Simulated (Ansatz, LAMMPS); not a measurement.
# Relaxing a frame of liquid K2Si2O5 from 1350 K (126 atoms)

Aim: bring a frame of liquid K2Si2O5 from 1350 K (126 atoms) to a nearby minimum of the energy and see what moves.

Method: Kohn-Sham DFT, PBE, PAW (set soft_2), plane waves, in Ansatz 0.2.0.

**1. The structure**

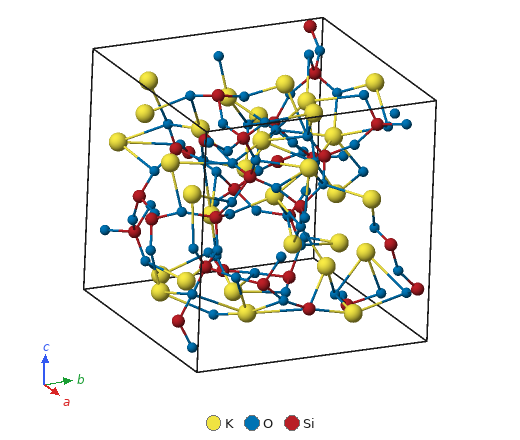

Start, viewed slightly off an axis; potassium yellow, oxygen blue, silicon red. Bonds to atoms that aren't drawn are left out. Some periodic images of atoms are drawn too.

The cell holds 126 atoms: 28 K, 70 O and 28 Si. Cell: a = 13.179 Å, b = 13.179 Å, c = 13.179 Å, α = 90.0°, β = 90.0°, γ = 90.0°. 126 atoms (28 K, 70 O, 28 Si) placed at random at 2.18 g/cm³, melted at 4500 K for 20 ps at fixed volume with the Morse and Coulomb pair potential with partial charges (Pedone, Malavasi, Menziani, Cormack and Segre, J. Phys. Chem. B 110, 11780 (2006)). Snapshot at the end of a hold of 20 ps at 1350 K and fixed volume.

Limits known from the start: The starting topology of bonds comes from the classical model. Only the Γ point is sampled, in a cell whose shortest periodic width is 13 Å.

**2. Single point at the start**

A single point comes first, to see the forces before anything moves.

input.yaml reads:

```yaml
crystal:
  lattice:
    - [13.1792, 0.0, 0.0]
    - [0.0, 13.1792, 0.0]
    - [0.0, 0.0, 13.1792]
  atoms:
    - { symbol: K, position: [0.60249, 0.53877, 0.99091] }
    - { symbol: K, position: [0.71191, 0.8648, 0.28764] }
    - { symbol: K, position: [0.46724, 0.99981, 0.89139] }
    - { symbol: K, position: [0.0787, 0.29348, 0.0482] }
    [... 116 atom lines left out ...]
    - { symbol: Si, position: [0.97028, 0.2912, 0.31759] }
    - { symbol: Si, position: [0.13954, 0.14163, 0.26962] }
    - { symbol: Si, position: [0.47592, 0.04299, 0.45044] }
    - { symbol: Si, position: [0.21003, 0.87277, 0.50499] }
    - { symbol: Si, position: [0.1823, 0.28747, 0.60913] }
    - { symbol: Si, position: [0.08664, 0.59858, 0.36753] }
kpoints:
  mp_grid: { grid: [1, 1, 1] }
hamiltonian:
  xc: pbe
scf:
  occupations: { method: fermi_dirac, width: 0.116 }
output:
  forces: true
  stress: true
  populations: intrinsic
  dos:
    method: { smearing: { sigma: 0.1 } }
    de: 0.1
    projected: { site_lists: { K: [K], O: [O], Si: [Si] } }
  eigenvalues: true
```

On the command line:

```sh
ansatz run input.yaml --threads 4 --pin off --max-ram 8192MiB --backend cpu --events-out ev --progress --plain --runs-dir out
```

Wall time 30 s (4 threads of Intel Xeon 6975P-C (Granite Rapids), shared host); peak memory 3.3 GiB.

The run gave:

| Property | Result |
| --- | --- |
| free energy | -100676.9972 eV |
| free energy per atom | -799.0238 eV/atom |
| SCF cycles | 11 |
| pressure | 2.621 GPa |
| r.m.s. force component | 2.399 eV/Å |
| longest force | 14.61 eV/Å |
| Fermi energy | 4.897 eV |
| gap (highest filled to lowest empty level) | 1.202 eV |

The r.m.s. force component of 2.4 eV/Å and the pressure of 2.6 GPa set the starting point.

Length of the force by element:

| element | coordination | atoms | mean length of the force (eV/Å) | spread | least | most |
| --- | --- | --- | --- | --- | --- | --- |
| K | all | 28 | 1.04 | 0.575 | 0.319 | 2.30 |
| O | all | 70 | 3.13 | 2.40 | 0.542 | 12.8 |
| Si | all | 28 | 5.39 | 2.89 | 0.347 | 14.6 |

**3. Relaxation**

With the cell held, the atoms are moved downhill towards a nearby minimum.

input.yaml, the sections that differ from step 2:

```yaml
output:
  forces: true
relax:
  f_tol: 0.03
  max_steps: 200
# crystal, kpoints, hamiltonian, scf: as in step 2
```

The job ended after 10 min (4 threads; peak memory 3.2 GiB; 38 min of CPU time).

The steps of the relaxation (22 of 59):

| step | energy less that of the first step (eV) | largest force component (eV/Å) |
| --- | --- | --- |
| 1 | 0.0000 | 11.4399 |
| 4 | -27.0569 | 0.7398 |
| 7 | -31.0520 | 0.5078 |
| 9 | -32.5889 | 0.3425 |
| 12 | -34.0760 | 0.2924 |
| 15 | -35.0744 | 0.2154 |
| 18 | -35.7969 | 0.1267 |
| 20 | -36.1295 | 0.1519 |
| 23 | -36.4774 | 0.2173 |
| 26 | -36.8782 | 0.2130 |
| 29 | -37.2339 | 0.3016 |
| 31 | -37.4164 | 0.2876 |
| 34 | -37.6441 | 0.1950 |
| 37 | -37.7927 | 0.2570 |
| 40 | -37.9020 | 0.2652 |
| 42 | -38.0194 | 0.2232 |
| 45 | -38.1515 | 0.3070 |
| 48 | -38.2130 | 0.2128 |
| 51 | -38.2651 | 0.1004 |
| 53 | -38.2820 | 0.0478 |
| 56 | -38.2583 | 0.1717 |
| 59 | -38.2940 | 0.0158 |

Relaxation steps 48, 56 were tried and not accepted.

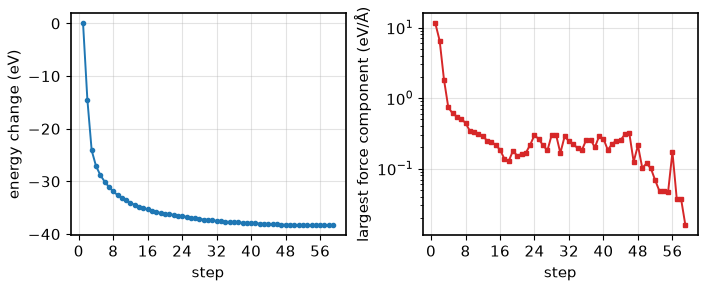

Energy and largest force along the relaxation.

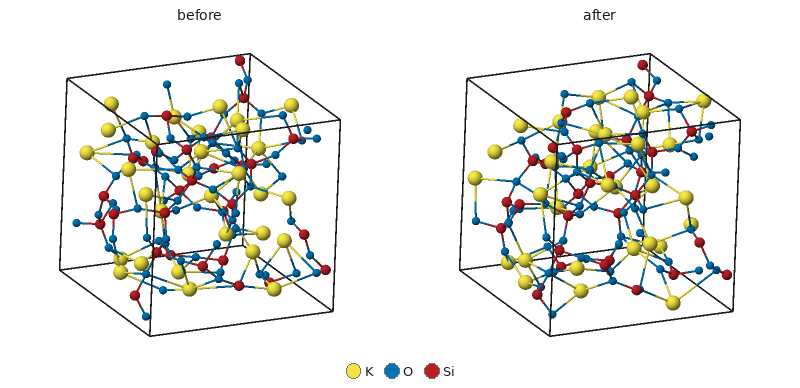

Before and after, at one scale. Bonds to atoms that aren't drawn are left out.

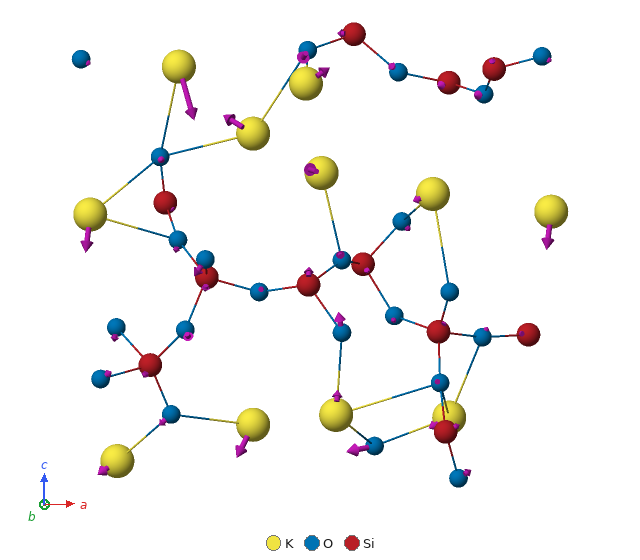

Displacements in the relaxation, scaled; the longest in the cell stands for 3.27 Å. Drawn is a slice 4 Å thick, seen along the normal of the ac plane. Bonds to atoms that aren't drawn are left out.

The atoms that moved most (Å):

| atom | dx | dy | dz | length |
| --- | --- | --- | --- | --- |
| K17 | 0.742 | -1.431 | -2.844 | 3.269 |
| K18 | -1.517 | 2.486 | 0.504 | 2.956 |
| K28 | 0.815 | -2.626 | -0.188 | 2.756 |
| K9 | -0.611 | 1.964 | 0.059 | 2.057 |
| O86 | -0.169 | -0.680 | -1.922 | 2.045 |
| K10 | -0.873 | 1.069 | -1.431 | 1.988 |
| K13 | -1.924 | 0.358 | -0.150 | 1.962 |
| K11 | -1.352 | 1.160 | 0.797 | 1.951 |

The relaxation changed the energy by -304 meV/atom, and atoms moved by 1.0 Å r.m.s., 3.3 Å at most.

**4. Local order after relaxation**

Bonds before and after, by the cutoffs listed below:

| pair | bonds before | bonds after | mean before (Å) | mean after (Å) | spread before (Å) | spread after (Å) |
| --- | --- | --- | --- | --- | --- | --- |
| O-Si | 112 | 112 | 1.642 | 1.647 | 0.094 | 0.042 |

Density 2.18 g/cm³, 18.17 Å³ an atom.

g(r), total and by pair (bins of 0.2 Å):

| r (Å) | total | O-O | O-K | O-Si | K-K | K-Si | Si-Si |
| --- | --- | --- | --- | --- | --- | --- | --- |
| 1.50 | 0.65 | 0.00 | 0.00 | 2.62 | 0.00 | 0.00 | 0.00 |
| 1.70 | 4.11 | 0.00 | 0.00 | 16.66 | 0.00 | 0.00 | 0.00 |
| 1.90 | 0.00 | 0.00 | 0.00 | 0.00 | 0.00 | 0.00 | 0.00 |
| 2.10 | 0.00 | 0.00 | 0.00 | 0.00 | 0.00 | 0.00 | 0.00 |
| 2.30 | 0.00 | 0.00 | 0.00 | 0.00 | 0.00 | 0.00 | 0.00 |
| 2.50 | 0.60 | 0.84 | 1.36 | 0.00 | 0.00 | 0.00 | 0.00 |
| 2.70 | 3.21 | 7.79 | 3.25 | 0.00 | 0.00 | 0.00 | 0.00 |
| 2.90 | 0.61 | 0.05 | 2.15 | 0.00 | 0.00 | 0.00 | 1.32 |
| 3.10 | 0.70 | 0.20 | 1.22 | 0.05 | 0.46 | 0.48 | 5.12 |
| 3.30 | 0.81 | 0.30 | 0.80 | 0.39 | 0.20 | 2.45 | 3.53 |
| 3.50 | 0.91 | 0.39 | 0.79 | 0.94 | 1.34 | 3.04 | 0.00 |
| 3.70 | 1.12 | 0.80 | 0.54 | 1.57 | 1.73 | 2.73 | 0.00 |
| 3.90 | 1.15 | 0.85 | 0.82 | 1.46 | 2.75 | 1.83 | 0.00 |
| 4.10 | 1.15 | 0.68 | 0.72 | 2.20 | 1.80 | 1.11 | 0.41 |
| 4.30 | 1.10 | 0.86 | 0.92 | 1.77 | 1.25 | 0.88 | 0.50 |
| 4.50 | 0.76 | 0.93 | 0.76 | 0.59 | 1.16 | 0.40 | 0.79 |
| 4.70 | 0.91 | 1.11 | 1.11 | 0.56 | 1.25 | 0.54 | 0.83 |
| 4.90 | 1.06 | 1.21 | 1.41 | 0.64 | 0.78 | 0.63 | 1.68 |
| 5.10 | 1.29 | 2.06 | 1.36 | 0.80 | 0.71 | 0.36 | 1.06 |
| 5.30 | 0.79 | 0.89 | 0.90 | 0.65 | 0.83 | 0.29 | 1.32 |
| 5.50 | 0.77 | 0.75 | 0.68 | 0.89 | 0.84 | 0.68 | 0.92 |
| 5.70 | 0.90 | 0.76 | 0.87 | 1.06 | 1.29 | 0.75 | 1.00 |
| 5.90 | 0.94 | 0.80 | 0.83 | 1.00 | 0.80 | 1.40 | 1.33 |
| 6.10 | 0.96 | 0.89 | 0.99 | 1.10 | 0.76 | 0.99 | 0.69 |
| 6.30 | 1.08 | 0.95 | 1.10 | 1.28 | 0.58 | 1.44 | 0.52 |
| 6.50 | 1.01 | 0.94 | 1.02 | 1.00 | 0.66 | 1.52 | 0.72 |

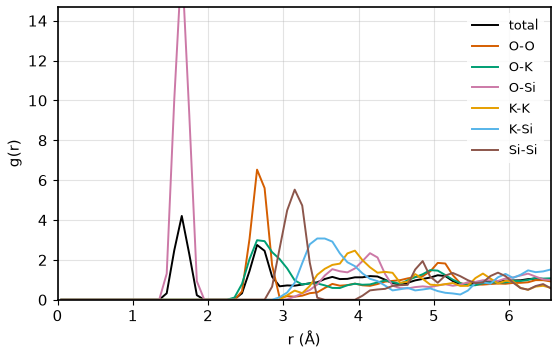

Pair distribution functions, lightly smoothed, with peaks cut at 14.

Bonds by pair of elements; cutoffs follow the first minimum of g(r), held within bounds set by covalent radii, and pairs that aren't listed don't count as bonded:

| pair A-B | cutoff (Å) | bonds | mean length (Å) | spread (Å) | shortest (Å) | B about A | A about B |
| --- | --- | --- | --- | --- | --- | --- | --- |
| O-K | 3.27 | 140 | 2.83 | 0.201 | 2.47 | 2 | 5 |
| O-Si | 2.12 | 112 | 1.65 | 0.042 | 1.56 | 1.6 | 4 |

The cutoff for O-K falls short of the minimum of g(r), so counts run low and odd coordinations can be artefacts.

How many atoms have how many bonded neighbours:

| element | mean | 2 | 3 | 4 | 5 | 6 | 7 |
| --- | --- | --- | --- | --- | --- | --- | --- |
| K | 5 | 0 | 1 | 8 | 10 | 8 | 1 |
| O | 3.6 | 7 | 25 | 27 | 11 | 0 | 0 |
| Si | 4 | 0 | 0 | 28 | 0 | 0 | 0 |

Bond angles, per cent of each kind in bins of 5°:

| angle (°) | O-K-O | K-O-Si | O-Si-O | K-O-K | Si-O-Si |
| --- | --- | --- | --- | --- | --- |
| 45–50 | 2.7 | 0.0 | 0.0 | 0.0 | 0.0 |
| 50–55 | 9.9 | 0.0 | 0.0 | 0.0 | 0.0 |
| 55–60 | 7.5 | 0.0 | 0.0 | 0.0 | 0.0 |
| 60–65 | 0.7 | 0.0 | 0.0 | 0.0 | 0.0 |
| 65–70 | 2.7 | 0.0 | 0.0 | 0.8 | 0.0 |
| 70–75 | 1.7 | 0.0 | 0.0 | 5.0 | 0.0 |
| 75–80 | 2.7 | 3.6 | 0.0 | 7.6 | 0.0 |
| 80–85 | 6.5 | 6.2 | 0.0 | 10.1 | 0.0 |
| 85–90 | 5.1 | 11.4 | 0.0 | 9.2 | 0.0 |
| 90–95 | 8.6 | 15.5 | 0.0 | 12.6 | 0.0 |
| 95–100 | 6.5 | 13.0 | 2.4 | 12.6 | 0.0 |
| 100–105 | 7.9 | 9.8 | 16.7 | 2.5 | 0.0 |
| 105–110 | 4.8 | 8.8 | 35.1 | 3.4 | 0.0 |
| 110–115 | 4.1 | 5.7 | 35.7 | 5.0 | 0.0 |
| 115–120 | 2.7 | 7.2 | 10.1 | 6.7 | 0.0 |
| 120–125 | 4.1 | 3.6 | 0.0 | 3.4 | 2.4 |
| 125–130 | 2.7 | 5.2 | 0.0 | 5.0 | 14.3 |
| 130–135 | 3.8 | 3.1 | 0.0 | 2.5 | 11.9 |
| 135–140 | 2.4 | 1.0 | 0.0 | 0.8 | 14.3 |
| 140–145 | 2.4 | 0.5 | 0.0 | 1.7 | 19.0 |
| 145–150 | 4.1 | 1.6 | 0.0 | 3.4 | 11.9 |
| 150–155 | 2.4 | 1.6 | 0.0 | 1.7 | 11.9 |
| 155–160 | 0.7 | 0.5 | 0.0 | 1.7 | 4.8 |
| 160–165 | 1.0 | 0.5 | 0.0 | 2.5 | 0.0 |
| 165–170 | 1.0 | 0.5 | 0.0 | 0.8 | 7.1 |
| 170–175 | 0.3 | 0.5 | 0.0 | 0.8 | 0.0 |
| 175–180 | 0.7 | 0.0 | 0.0 | 0.0 | 2.4 |

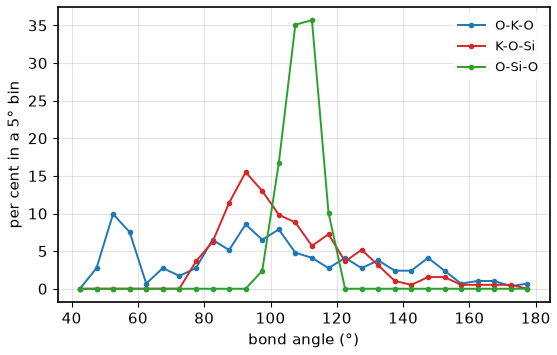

Distributions of the most common bond angles.

Bond angles (no mean is given where the spread exceeds 20°):

| angle | count | mean (°) | spread (°) |
| --- | --- | --- | --- |
| O-K-O | 292 | - | - |
| K-O-Si | 193 | 105 | 18.7 |
| O-Si-O | 168 | 109 | 4.6 |
| K-O-K | 119 | - | - |
| Si-O-Si | 42 | 143 | 12.4 |

Oxygen atoms by the number of network formers (Si, P, Ge, B, Al, As, Ga) bound to them:

| network formers bound to O | O atoms | per cent |
| --- | --- | --- |
| 0 | 0 | 0 |
| 1 | 28 | 40 |
| 2 | 42 | 60 |

Network units: each former by its oxygen neighbours and how many of them bridge to another former:

| former | O neighbours | bridging O | atoms |
| --- | --- | --- | --- |
| Si | 4 | 1 | 1 |
| Si | 4 | 2 | 6 |
| Si | 4 | 3 | 13 |
| Si | 4 | 4 | 8 |

Bond length by coordination (bonds to H left out):

| element | coordination | atoms | mean bond length (Å) |
| --- | --- | --- | --- |
| K | 3 | 1 | 2.60 |
| K | 4 | 8 | 2.73 |
| K | 5 | 10 | 2.83 |
| K | 6 | 8 | 2.89 |
| K | 7 | 1 | 2.97 |
| O | 2 | 7 | 1.64 |
| O | 3 | 25 | 2.13 |
| O | 4 | 27 | 2.39 |
| O | 5 | 11 | 2.54 |

Rings of the network by King's shortest-path rule, up to 12 atoms, one path for each pair of neighbours; H, halogens, alkali and alkaline-earth atoms are left out, and the last column divides by all other atoms, bonded or not:

| ring size (atoms) | rings | per network atom |
| --- | --- | --- |
| 8 | 4 | 0.041 |
| 10 | 4 | 0.041 |
| 12 | 2 | 0.02 |

First main peaks of g(r), for some of the pairs, lie near 2.7 Å (O-O), 2.7 Å (O-K), 1.6 Å (O-Si), 3.9 Å (K-K), 3.6 Å (K-Si) and 3.1 Å (Si-Si). 60 % of the oxygens bridge two formers (Si) and 40 % are non-bridging. The commonest Si unit has 4 oxygens, 3 of them shared with other formers (13 of 28 atoms). Rings of 8 and 10 atoms are the most common (40 % each of those counted); sizes run from 8 to 12, where the search stops.

**5. Single point at the relaxed geometry**

The electronic structure is read at the final geometry, in a run of its own.

input.yaml reads:

```yaml
crystal:
  lattice:
    - [13.1792, 0.0, 0.0]
    - [0.0, 13.1792, 0.0]
    - [0.0, 0.0, 13.1792]
  atoms:
    - { symbol: K, position: [0.68875, 0.55429, 0.06893] }
    - { symbol: K, position: [0.70925, 0.90018, 0.36671] }
    - { symbol: K, position: [0.54089, 0.02915, 0.93691] }
    - { symbol: K, position: [0.02171, 0.25509, 0.01432] }
    [... 116 atom lines left out ...]
    - { symbol: Si, position: [0.95894, 0.30743, 0.31789] }
    - { symbol: Si, position: [0.12591, 0.15478, 0.24173] }
    - { symbol: Si, position: [0.47903, 0.07115, 0.49913] }
    - { symbol: Si, position: [0.1911, 0.87964, 0.4636] }
    - { symbol: Si, position: [0.19242, 0.28093, 0.60009] }
    - { symbol: Si, position: [0.09201, 0.58865, 0.35374] }
kpoints:
  mp_grid: { grid: [1, 1, 1] }
hamiltonian:
  xc: pbe
scf:
  occupations: { method: fermi_dirac, width: 0.116 }
output:
  forces: true
  stress: true
  populations: true
  dos:
    method: { smearing: { sigma: 0.1 } }
    de: 0.1
    projected: { site_lists: { K: [K], O: [O], Si: [Si] } }
  eigenvalues: true
  write_density: true
  write_potential: true
  volumetric_format: npy
  elf: true
```

Elapsed: 23 s, on 4 threads; peak memory 3.3 GiB; 86 s of CPU time.

The program notes that the exchange-correlation potential is rough where the density is thin.

The run gave:

* free energy: -100715.2912 eV
* free energy per atom: -799.3277 eV/atom
* SCF cycles: 10
* pressure: -0.06906 GPa
* r.m.s. force component: 0.00356 eV/Å
* longest force: 0.01837 eV/Å
* Fermi energy: 4.744 eV
* gap (highest filled to lowest empty level): 2.617 eV
* spilling of the projection: 0.0106

Löwdin charges by element (they lack the spilled electrons, 0.066 e an atom on average):

| element | coordination | atoms | mean charge (e) | spread | least | most |
| --- | --- | --- | --- | --- | --- | --- |
| K | all | 28 | 0.868 | 0.0109 | 0.850 | 0.888 |
| O | all | 70 | -0.885 | 0.0844 | -1.04 | -0.790 |
| Si | all | 28 | 1.64 | 0.07 | 1.48 | 1.75 |

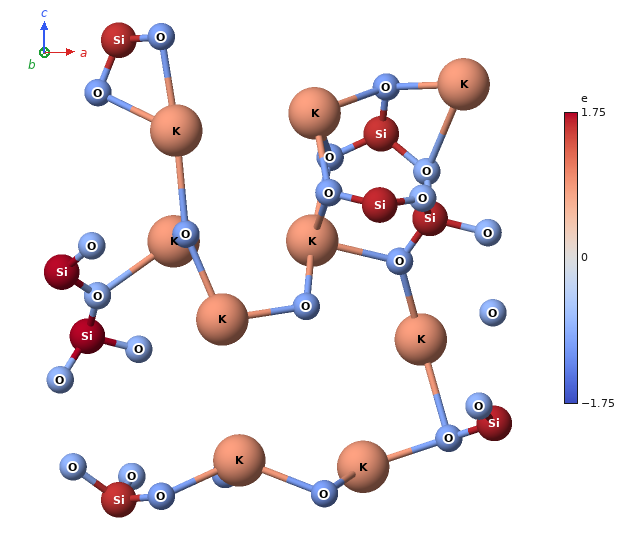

Atoms coloured by Löwdin charge. Drawn is a slice 4 Å thick, seen along the normal of the ac plane. Bonds to atoms that aren't drawn are left out.

States in the cell by windows of 1 eV, zero at the Fermi level; the larger projections on atomic orbitals stand beside the total:

| from (eV) | to (eV) | total | O p | Si p | K s | O s | K p |
| --- | --- | --- | --- | --- | --- | --- | --- |
| -18 | -17 | 18.4 | 0.2 | 2.7 | 0.2 | 14.7 | 0.3 |
| -17 | -15 | 0.0 | 0.0 | 0.0 | 0.0 | 0.0 | 0.0 |
| -15 | -14 | 48.7 | 0.3 | 0.1 | 0.1 | 0.2 | 48.0 |
| -14 | -13 | 116.3 | 1.1 | 0.2 | 0.2 | 0.6 | 114.1 |
| -13 | -12 | 3.9 | 0.6 | 0.0 | 0.0 | 0.1 | 2.9 |
| -12 | -11 | 8.9 | 5.9 | 0.5 | 0.0 | 0.5 | 0.0 |
| -11 | -10 | 13.7 | 9.2 | 1.2 | 0.0 | 0.7 | 0.0 |
| -10 | -9 | 18.8 | 13.3 | 2.5 | 0.0 | 0.8 | 0.0 |
| -9 | -8 | 28.1 | 21.2 | 5.0 | 0.0 | 0.5 | 0.1 |
| -8 | -7 | 14.9 | 11.6 | 2.6 | 0.0 | 0.3 | 0.0 |
| -7 | -6 | 36.0 | 29.3 | 3.5 | 0.2 | 1.9 | 0.1 |
| -6 | -5 | 69.2 | 58.9 | 4.6 | 0.4 | 2.8 | 0.3 |
| -5 | -4 | 77.7 | 70.1 | 2.9 | 0.7 | 1.8 | 0.3 |
| -4 | -3 | 54.6 | 50.2 | 1.5 | 0.8 | 0.7 | 0.2 |
| -3 | -2 | 82.1 | 76.4 | 2.4 | 0.6 | 0.3 | 0.4 |
| -2 | -1 | 15.1 | 14.5 | 0.1 | 0.1 | 0.0 | 0.1 |
| -1 | 1 | 0.0 | 0.0 | 0.0 | 0.0 | 0.0 | 0.0 |
| 1 | 2 | 2.3 | 0.0 | 0.0 | 1.8 | 0.3 | 0.0 |
| 2 | 3 | 12.9 | 0.8 | 0.3 | 8.6 | 1.0 | 0.1 |
| 3 | 4 | 22.3 | 1.4 | 1.6 | 10.9 | 1.6 | 0.1 |
| 4 | 5 | 46.1 | 2.8 | 7.5 | 8.0 | 2.8 | 0.1 |

Between -26 and -18 eV lie 122 more states.

About 56 of the 784 electrons lie in deeper levels, below the stored range.

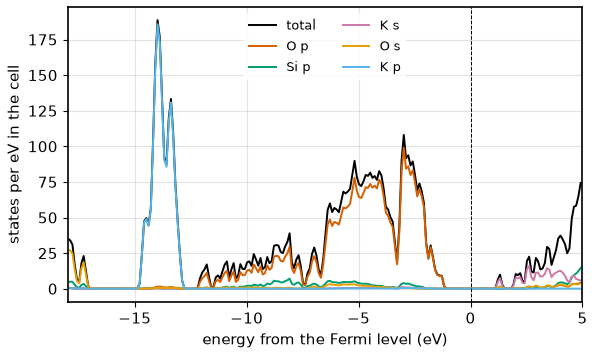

Total and projected density of states, with the broadening of the input.

The levels nearest the highest filled one (over half full), pooled over k-points and spins:

| level less the highest filled one (eV) | occupation |
| --- | --- |
| -0.551 | 2 |
| -0.456 | 2 |
| -0.446 | 2 |
| -0.361 | 2 |
| -0.208 | 2 |
| 0 | 2 |
| 2.62 | 0 |
| 3.36 | 0 |
| 3.55 | 0 |
| 3.86 | 0 |
| 3.90 | 0 |
| 4.00 | 0 |

Mean Löwdin charges: K +0.87, O -0.89, Si +1.64 e (they miss 1.1 % of the electrons, so they add up to more than the cell's charge). The largest share in the top eV of filled states is O p (98 % of the projected weight), and in the lowest eV of empty states K s (83 % of the projected weight).

**6. What came out**

```json
{"energy change in the relaxation": "-303.9 meV/atom", "r.m.s. displacement": "1.043 Å", "largest displacement": "3.269 Å", "free energy per atom": "-799.3277 eV/atom", "pressure": "-0.06906 GPa", "r.m.s. force component": "0.00356 eV/Å", "gap (highest filled to lowest empty level)": "2.617 eV", "wall time of the 3 DFT runs": "11 min"}
```

Relaxation lowers the energy by 304 meV/atom and moves atoms by 1.0 Å r.m.s.; the r.m.s. force component goes from 2.4 to 0.0036 eV/Å, the pressure goes from 2.6 to -0.069 GPa, and the gap from 1.20 to 2.62 eV. From the first step to the last the energy fell by 38.294 eV, and the largest move was 3.27 Å (K17). The O-Si bonds go from 1.642 Å (spread 0.094) to 1.647 Å (spread 0.042). 60 % of the oxygens bridge two formers (Si) and 40 % are non-bridging. Between filled and empty levels lie 2.62 eV (at Γ alone); a semilocal functional tends to put such gaps too low. In a disordered cell it changes from sample to sample and from frame to frame.

What to keep in mind: The network of bonds at the start is that of the classical potential that made the cell; in DFT atoms moved by 1.0 Å r.m.s.

[Logs are printed without paths, hosts, clocks, repeated set-up lines and the standing remarks that a program may print on its own settings, such as how far it seeks lower states.]

[Hosts, paths, dates, database ids (printed as entryN), source tags and the programs' standing remarks are cut or masked in the printed files.]
